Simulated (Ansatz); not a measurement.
**C₃H₄Zn: density, localisation and related maps**

The calculation's input:

```
crystal:
  periodic: [false, false, false]
  atoms:
    - {symbol: C, position_ang: [-0.484470, 1.665671, -0.284038]}
    - {symbol: C, position_ang: [0.232721, 0.589887, -0.102393]}
    - {symbol: C, position_ang: [0.894269, -0.512796, 0.084031]}
    - {symbol: Zn, position_ang: [-0.112397, -2.130647, 0.366569]}
    - {symbol: H, position_ang: [-0.788024, 1.975268, -1.278046]}
    - {symbol: H, position_ang: [-0.779845, 2.289764, 0.552207]}
    - {symbol: H, position_ang: [1.981889, -0.474287, 0.072565]}
    - {symbol: H, position_ang: [-0.944144, -3.402850, 0.589095]}
basis:
  gaussian: {orbitals: def2-TZVPP}
hamiltonian: {xc: pbe0, dispersion: d4}
output: {orbitals: {seedname: orbitals}}
```

Run with:

```sh
ansatz run in.yaml --threads 2 --pin off --events-out ev --progress --plain --max-ram 4352MiB
```

Geometry: PBE0-D4/def2-TZVP.

These are results of Ansatz, RKS PBE0-D4/def2-TZVPP, not measurements.

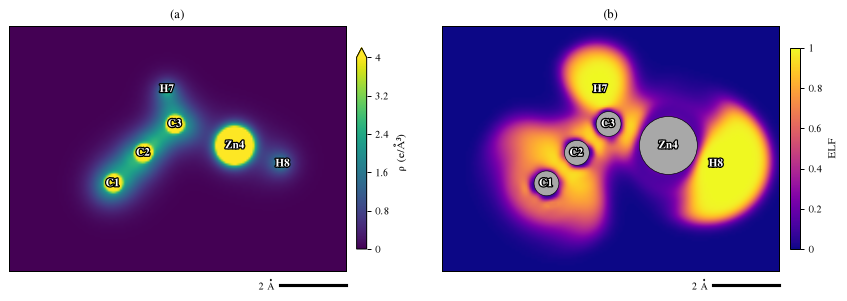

Figure 1. (a) total electron density; (b) electron localisation function on the plane of atoms C2, C3 and Zn4. Grey discs cover the atomic cores in the ELF map.

> What do the fields say about this system?

The section cuts through C, Zn and H sites. C–C (1.30 Å): the density is about 2.5 e/Å³ at the midpoint; the ELF peaks at about 0.90 between the atoms; a short, multiple covalent bond. C–Zn (1.93 Å): the density is about 0.78 e/Å³ at the midpoint; the ELF peaks at about 0.90 in the valence shell of C, 0.7 Å from its nucleus, and is about 0.40 at the midpoint. C–H (1.09 Å): ρ is about 2 e/Å³ halfway; the ELF climbs to about 1 towards the hydrogen, as it does in any bond to H (a covalent bond by its length). Zn–H (1.54 Å): ρ at the midpoint is about 1.1 e/Å³; the ELF climbs to about 1 towards the hydrogen.

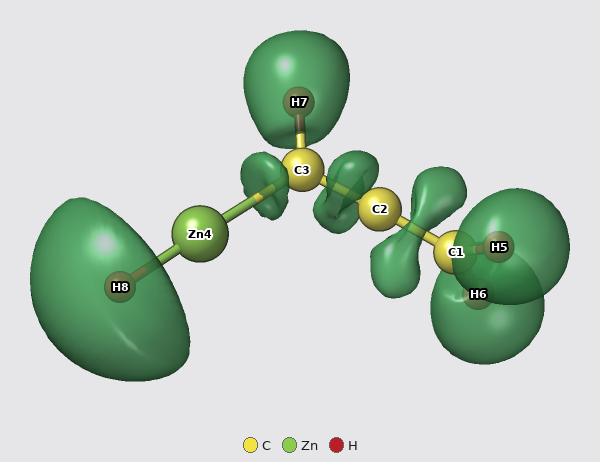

Figure 2. Isosurface of the electron localisation function at 0.8 (green), seen at an oblique angle. Core shells and regions of very low density are left out.

> Where are the electrons localised?

The ELF exceeds this value in two regions between bonded C–C atoms (shared pairs), four regions around hydrogen nuclei and one lobe of the valence shell of C pointing towards Zn (polar bonds).

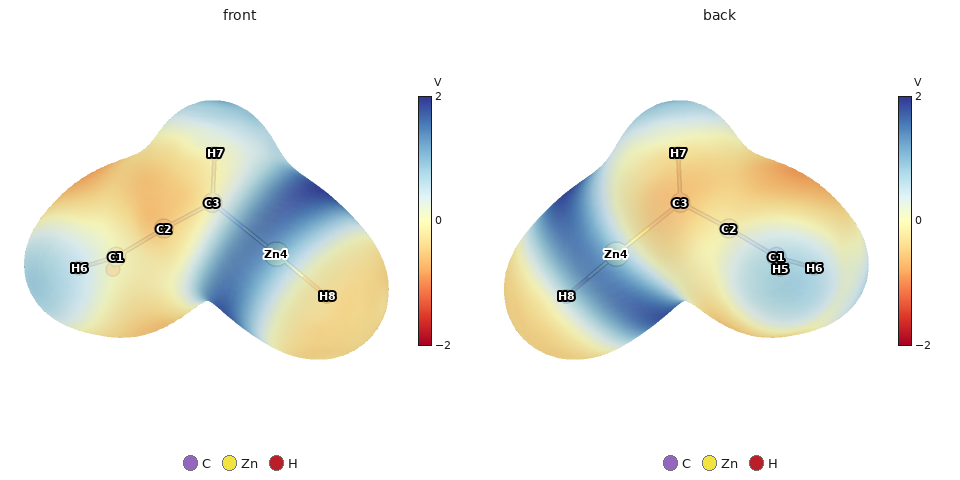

Figure 3. The electrostatic potential painted on the density surface at 0.002 e/bohr³, seen from the front and from behind; the colour scale runs from red (negative) to blue (positive).

> Describe the electrostatic potential map.

The most negative region (about −0.8 V) lies over the π face of C1 and C2, the most positive (about +1.9 V) over Zn4.
